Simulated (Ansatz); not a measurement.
# SrLiBr3 (built on the sites of a database entry of BaLiF3): a soft mode frozen in, part 2 of 2

Wanted: the energy along a soft mode of SrLiBr3 (built on the sites of a database entry of BaLiF3) and the structure at the end.

Ansatz 0.2.0; DFT LDA, scalar-relativistic, plane waves, norm-conserving pseudopotentials.

So far, highest frequency on the path or at a solved wavevector (cm⁻¹): step 2 (the dispersion) 380. Also lowest frequency on the path (cm⁻¹): step 2 -84.9.

The structure was built from a prototype and need not be the compound's stable phase.

## (6) Relaxing from the distorted cell

Starting from the lowest point found, all atoms and the cell are let go, so that strain and other modes of the same symmetry can join in.

Contents of input.yaml:

```yaml
crystal:
  lattice:
    - [4.9372379283, 4.9372379283, 0.0]
    - [4.9372379283, 0.0, 4.9372379283]
    - [4.9372379283, 0.0, -4.9372379283]
  atoms:
    - { symbol: Sr, position: [0.0, 0.0, 0.0] }
    - { symbol: Sr, position: [0.0, 0.5, 0.5] }
    - { symbol: Li, position: [0.5, 0.25, 0.75] }
    - { symbol: Li, position: [0.5, 0.75, 0.25] }
    - { symbol: Br, position: [0.585931461, -0.085931461, 0.5] }
    - { symbol: Br, position: [0.414068539, 0.585931461, 0.0] }
    - { symbol: Br, position: [0.585931461, 0.0, 0.0] }
    - { symbol: Br, position: [0.414068539, 0.5, 0.5] }
    - { symbol: Br, position: [0.0, 0.414068539, 0.0] }
    - { symbol: Br, position: [0.0, 0.085931461, 0.5] }
kpoints:
  mp_grid: { grid: [4, 4, 4] }
hamiltonian:
  xc: lda
  pseudopotentials: { kind: nc }
scf:
  occupations: { method: fixed }
output:
  forces: true
  stress: true
  eigenvalues: true
relax:
  adjacent_minimum: "off"
  f_tol: 0.002
  max_steps: 120
  cell: { stress_tol: 0.03 }
```

Launch:

```bash
> ansatz run input.yaml --threads 8 --pin off --max-ram 14336MiB --backend cpu --events-out ev --progress --plain --runs-dir out
```

Numbers of over 12 decimals in the logs are rounded to 6 here.

The program printed:

```text
[...]
Crystal: 10 atoms, lattice volume = 240.703 Å³
Basis set: ecut = 1006.821291 eV, 17477 PW (Γ)
Bands: 44, of which v1, the nominal top of the filled ones, is band 34 counted from 1 (33 counted from 0)
Symmetry: 12 space group operations
[...]
k-points: 13 of 64
[...]
SCF iter   1: F=—  HF=-4850.566155 eV  |F-HF|=—  |Δ(HF+E_count)|=         —  Δρ=3.71e-2  dr2=6.65e0  ethr=3.10e-3  ⟨swp⟩=9.5  Hψ=2824  notcnv=0  defer=83
[...]
SCF iter   7: F=-4847.700461 eV  HF=-4847.700461 eV  |F-HF|=5.03e-9  |Δ(HF+E_count)|=   2.33e-7  Δρ=5.12e-6  dr2=5.92e-8  ethr=1.47e-10  ⟨swp⟩=18.9  Hψ=4876  notcnv=0
SCF 1 converged in 7 iterations: F = -4847.700461 eV  dr2 = 5.92e-8
relax step   1: F+E_penalty+E_count = -4847.70046143 eV  Δ(F+E_penalty+E_count) = +0.000e0 eV  max|allowed force component| = 7.065e-2 eV/Å  Δτ_max = 0.0000 Å  P = +1.606 GPa  Ω = 240.703 Å³  (7 SCF iters, dr2 threshold 1.00e-7 eV, accepted)
Crystal: 10 atoms, lattice volume = 252.348 Å³
Basis set: ecut = 1006.821291 eV, 18251 PW (Γ)
[...]
iter 1 solved again at ethr=4.93e-5 eV; its pass at ethr=3.10e-3 eV (dr2=3.35e-2 eV) is discarded
[...]
SCF iter   5: F=-4847.826836 eV  HF=-4847.826836 eV  |F-HF|=1.73e-8  |Δ(HF+E_count)|=   4.78e-7  Δρ=5.15e-6  dr2=5.93e-8  ethr=1.47e-9  ⟨swp⟩=15.2  Hψ=4282  notcnv=0
SCF 2 converged in 5 iterations: F = -4847.826836 eV  dr2 = 5.93e-8
relax step   2: F+E_penalty+E_count = -4847.82683640 eV  Δ(F+E_penalty+E_count) = -1.264e-1 eV  max|allowed force component| = 4.930e-2 eV/Å  Δτ_max = 0.0269 Å  P = -0.604 GPa  Ω = 252.348 Å³  energy of the carried Pulay correction = -3.545e-4 eV  (5 SCF iters, dr2 threshold 1.00e-6 eV, accepted)
Crystal: 10 atoms, lattice volume = 249.337 Å³
Basis set: ecut = 1006.821291 eV, 18071 PW (Γ)
[...]
SCF iter   4: F=-4847.838150 eV  HF=-4847.838149 eV  |F-HF|=9.73e-8  |Δ(HF+E_count)|=   2.60e-6  Δρ=1.19e-5  dr2=3.00e-7  ethr=1.36e-9  ⟨swp⟩=14.3  Hψ=4649  notcnv=0
SCF 3 converged in 4 iterations: F = -4847.838150 eV  dr2 = 3.00e-7
relax step   3: F+E_penalty+E_count = -4847.83814957 eV  Δ(F+E_penalty+E_count) = -1.131e-2 eV  max|allowed force component| = 1.459e-3 eV/Å  Δτ_max = 0.0211 Å  P = -0.090 GPa  Ω = 249.337 Å³  energy of the carried Pulay correction = -2.645e-4 eV  (4 SCF iters, dr2 threshold 9.22e-7 eV, accepted)
[...]
relax step   4: F+E_penalty+E_count = -4847.83842241 eV  Δ(F+E_penalty+E_count) = -2.728e-4 eV  max|allowed force component| = 1.442e-3 eV/Å  Δτ_max = 0.0009 Å  P = -0.005 GPa  Ω = 248.637 Å³  energy of the carried Pulay correction = -2.434e-4 eV  (4 SCF iters, dr2 threshold 3.31e-8 eV, accepted)
[...]
SCF iter   1: F=—  HF=-4847.839077 eV  |F-HF|=—  |Δ(HF+E_count)|=         —  Δρ=8.03e-5  dr2=6.65e-7  ethr=1.15e-6  ⟨swp⟩=4.5  Hψ=4222  notcnv=0  defer=104
eigensolver tolerance schedule: the retry pair's looser diagonalisation over-reported the residual by 1176.33 of it (diagonalisation noise at 0.78 of the residual, at the tolerance the schedule requests for it); recorded, not acted on — ethr = c·dr2/N_el stays at c = 1.0e-1
[...]
SCF iter   2: F=—  HF=-4847.839184 eV  |F-HF|=—  |Δ(HF+E_count)|=   1.07e-4  Δρ=3.99e-5  dr2=1.62e-7  ethr=9.77e-10  ⟨swp⟩=3.9  Hψ=1409  notcnv=0  defer=102
[...]
SCF iter   5: F=-4847.839185 eV  HF=-4847.839185 eV  |F-HF|=6.37e-12  |Δ(HF+E_count)|=  2.46e-11  Δρ=6.48e-8  dr2=1.52e-11  ethr=1.00e-12  ⟨swp⟩=18.4  Hψ=4532  notcnv=0
SCF 5 converged in 5 iterations: F = -4847.839185 eV  dr2 = 1.52e-11
relax step   5: F+E_penalty+E_count = -4847.83918461 eV  Δ(F+E_penalty+E_count) = -7.622e-4 eV  max|allowed force component| = 1.443e-3 eV/Å  Δτ_max = 0.0000 Å  P = +0.003 GPa  Ω = 248.637 Å³  stress off target by 1.24e-2 GPa  SCF on the basis re-selected at this cell (its energy is not comparable with the rows above)  (5 SCF iters)
basis re-selected at this cell: Δ(F+E_penalty+E_count) = -7.622e-4 eV, ΔP = +0.007 GPa vs the last step (what re-selecting the basis moved, of the pressure what is left beyond the Pulay correction that the steps carried, after the strain that the cell walked since its last selection, with what the two solves' SCF thresholds leave and, on support functions, any second-order correction that the steps lacked; it is no measure of the basis error at this ecutwfc). The dense FFT grid was sized anew with the basis: this SCF ran on 75×75×72 points, the steps before it on 75×75×75, so part of this shift can come from that change (see relax.cell in the input reference). [rest of the remark cut]
SCF converged after 5 iterations
Free energy (F): -4847.839185 eV
[...]
Internal energy: -4847.839185 eV  (E = F + TS)
E sigma→0 (E₀):  -4847.839185 eV
Fermi energy:    4.455097 eV
[...]
--- Forces (eV/Å), atoms counted from 1 ---
  atom   1  Sr     0.00000000    -0.00000000     0.00000000
  atom   2  Sr     0.00000000     0.00000000    -0.00000000
  atom   3  Li     0.00000000    -0.00000000     0.00000000
  atom   4  Li     0.00000000     0.00000000    -0.00000000
  atom   5  Br    -0.00000000    -0.00144309     0.00144309
  atom   6  Br     0.00000000     0.00144309    -0.00144309
  atom   7  Br    -0.00144309    -0.00144309    -0.00000000
  atom   8  Br     0.00144309     0.00144309     0.00000000
  atom   9  Br     0.00144309    -0.00000000     0.00144309
  atom  10  Br    -0.00144309     0.00000000    -0.00144309
  max |Σ_I F_I| component: 1.06e-17 eV/Å
--- Stress (GPa, compression-positive) ---
        0.002609       0.007514       0.007514
        0.007514       0.002609      -0.007514
        0.007514      -0.007514       0.002609
  P = ⅓ Tr σ = 0.0026 GPa (0.026 kbar)
--- Band table (eV; the first three rows and the last of 13) ---
  k-point 0: bands = [... 30 lower, 3.7704, 4.0938, 4.0938, 4.4551, 7.8871, 8.7369, 9.1924, 9.1924, ... 6 higher]
  k-point 1: bands = [... 30 lower, 3.5813, 3.6342, 3.8145, 3.8145, 8.8272, 9.0176, 9.1778, 9.1778, ... 6 higher]
  k-point 2: bands = [... 30 lower, 3.4200, 3.4200, 3.4200, 3.4200, 9.5271, 9.5271, 9.5271, 9.5271, ... 6 higher]
  k-point 12: bands = [... 30 lower, 3.4944, 3.4944, 3.8301, 3.8301, 9.4007, 9.4007, 9.7015, 9.7015, ... 6 higher]
--- Relaxed structure (4 steps of the walk, 4 accepted, 1 SCFs on fresh bases) ---
  F+E_penalty+E_count = -4847.83918461 eV   max|allowed force component| = 1.443e-3 eV/Å   (the final SCF, on the basis selected at the relaxed cell)
  cell:  # Å, volume = 248.6368 Å³
    - [5.122619, 5.122619, 0.0]
    - [5.122619, 0.0, 5.122619]
    - [4.865887, 0.256732, -4.865887]
  atoms:
    - { symbol: Sr, position: [2.8547597760119686e-19, -1.1199442198200904e-19, -1.097984529235378e-19] }
    - { symbol: Sr, position: [1.6263032587282567e-18, 0.5, 0.5] }
    - { symbol: Li, position: [0.5, 0.250000, 0.75] }
    - { symbol: Li, position: [0.500000, 0.75, 0.25] }
    - { symbol: Br, position: [0.592684, -0.092684, 0.500000] }
    - { symbol: Br, position: [0.407316, 0.592684, -5.551115123125783e-17] }
    - { symbol: Br, position: [0.592684, -2.380703782872161e-19, 2.6459160868958074e-19] }
    - { symbol: Br, position: [0.407316, 0.5, 0.5] }
    - { symbol: Br, position: [0.0, 0.407316, 0.0] }
    - { symbol: Br, position: [0.0, 0.092684, 0.500000] }
```

It took 17 s on 8 threads of Intel Xeon Platinum 8488C (Sapphire Rapids), shared host; peak memory 2.1 GiB; 2.1 min of CPU time.

Relaxation path:

| step | energy less that of the first step (eV) | largest force component (eV/Å) | pressure (GPa) | volume (Å³) |
| --- | --- | --- | --- | --- |
| 1 | 0.0000 | 0.0707 | 1.61 | 240.70 |
| 2 | -0.1264 | 0.0493 | -0.60 | 252.35 |
| 3 | -0.1377 | 0.0015 | -0.09 | 249.34 |
| 4 | -0.1380 | 0.0014 | 0.00 | 248.64 |
| 5* | -0.1387 | 0.0014 | 0.00 | 248.64 |

Relaxation steps marked * repeat the geometry before them on a plane-wave basis chosen anew for their cell, so energy and pressure can jump there.

The run keeps the 12 symmetry operations that it works with, so distortions that break them were not tested.

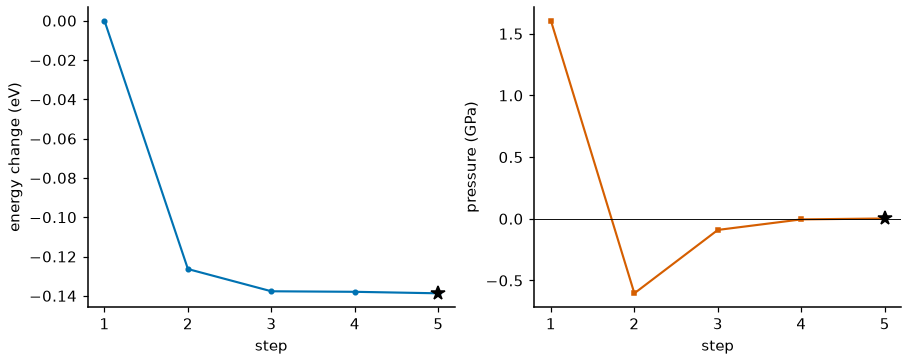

Energy and pressure along the relaxation. Stars mark steps on a basis chosen anew.

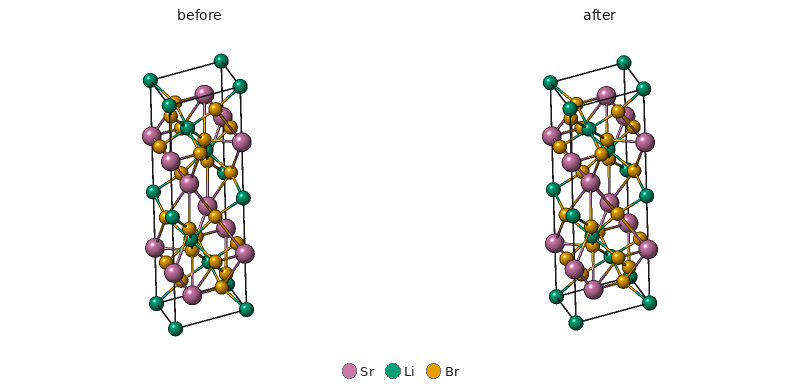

Before and after, at one scale. Bonds to atoms that aren't drawn are left out.

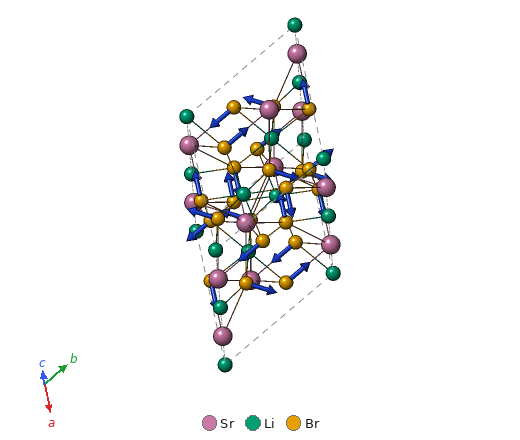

Displacements in the relaxation, exaggerated, measured against the changing cell; the longest in the cell stands for 0.05 Å. Bonds to atoms that aren't drawn are left out. Some periodic images of atoms are drawn too.

| conventional cell, symmetrised | before | after | change |
| --- | --- | --- | --- |
| a (Å) | 6.982 | 7.244 | +3.8 % |
| b (Å) | 6.982 | 7.244 | +3.8 % |
| c (Å) | 17.103 | 16.411 | -4.0 % |
| volume (Å³/atom) | 24.07 | 24.86 | +3.3 % |

The atoms that moved most (Å, as changes of fractional coordinates times the final cell):

| atom | dx | dy | dz | length |
| --- | --- | --- | --- | --- |
| Br5 | 0.000 | 0.035 | -0.035 | 0.049 |
| Br7 | 0.035 | 0.035 | 0.000 | 0.049 |
| Br6 | 0.000 | -0.035 | 0.035 | 0.049 |
| Br8 | -0.035 | -0.035 | 0.000 | 0.049 |
| Br10 | 0.035 | 0.000 | 0.035 | 0.049 |
| Br9 | -0.035 | 0.000 | -0.035 | 0.049 |

Final coordinates:

```cif
data_structure
_symmetry_space_group_name_H-M 'P 1'
_symmetry_Int_Tables_number 1
_cell_length_a 7.2445
_cell_length_b 7.2445
_cell_length_c 6.8862
_cell_angle_alpha 90.000
_cell_angle_beta 58.263
_cell_angle_gamma 60.000
_cell_volume 248.64
loop_
_atom_site_label
_atom_site_type_symbol
_atom_site_fract_x
_atom_site_fract_y
_atom_site_fract_z
_atom_site_occupancy
Sr1 Sr 0.00000 0.00000 0.00000 1
Sr2 Sr 0.00000 0.50000 0.50000 1
Li3 Li 0.50000 0.25000 0.75000 1
Li4 Li 0.50000 0.75000 0.25000 1
Br5 Br 0.59268 0.90732 0.50000 1
Br6 Br 0.40732 0.59268 0.00000 1
Br7 Br 0.59268 0.00000 0.00000 1
Br8 Br 0.40732 0.50000 0.50000 1
Br9 Br 0.00000 0.40732 0.00000 1
Br10 Br 0.00000 0.09268 0.50000 1
```

This step gave:

```yaml
pressure: 0.002609 GPa
gap_on_the_k_mesh: 3.432 eV
volume_per_atom: 24.86 Å³
```

The distorted start has space group R-3c; the relaxation ends in R-3c.

## (7) Outcome

```yaml
unstable_mode_of_the_parent: q = (-0.5, -0.5, -0.5), 85i cm⁻¹
depth_at_the_lowest_point_sampled: 95.2 meV/atom
largest_atomic_shift_at_that_point: 0.6 Å
space_group_reached_within_0p01_a: R-3c
energy_gained_over_the_parent_first_relaxation_on_the_mesh_of_the_frozen_mode: 109 meV/atom
volume_per_atom_phase_reached: 24.9 Å³
gap_on_the_k_mesh_phase_reached: 3.43 eV
```

Along this mode the structure falls into R-3c, 109 meV/atom below the parent. At the parent's cell the well is 95.22 meV/atom deep on the steps tried, with its lowest point at a shift of 0.6 Å. That is the last step tried, so the steps alone don't bracket the bottom of the well. Relaxing atoms and cell changes the gain by +13.87 meV/atom against the lowest step (energies at zero smearing). The modes of the phase reached were not computed on this path. Of the 4 patterns followed to their end from this parent, this one ends 10.8 meV/atom above the lowest, Imma. Each path keeps the symmetry of its pattern, so a lower phase may lie along a pattern not tried. The starting cell was built on a prototype and not taken from a measurement, so the phase need not exist.

[Logs are printed without paths, hosts, clocks, repeated set-up lines and the standing remarks that a program may print on its own settings, such as how far it seeks lower states.]

[Hosts, paths, dates, database ids (printed as entryN), source tags and the programs' standing remarks are cut or masked in the printed files.]
